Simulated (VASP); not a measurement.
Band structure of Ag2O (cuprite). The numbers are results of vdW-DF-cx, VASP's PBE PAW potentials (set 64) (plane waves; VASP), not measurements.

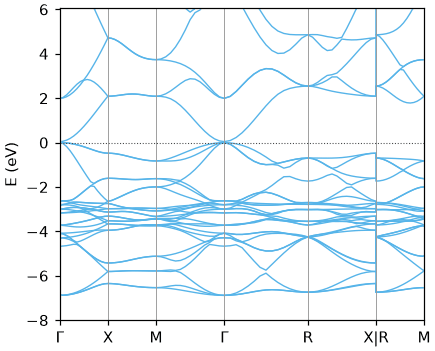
Bands along high-symmetry lines, zero at the valence-band maximum or, without a gap, the Fermi level

Read the plot: is there a gap, and where are the band edges?

The gap is direct, 0.04 eV, from the valence maximum at Γ to the conduction minimum at Γ. (Edges off the drawn lines would not show.)

The compound is Ag2O in the cuprite structure. It was relaxed first.
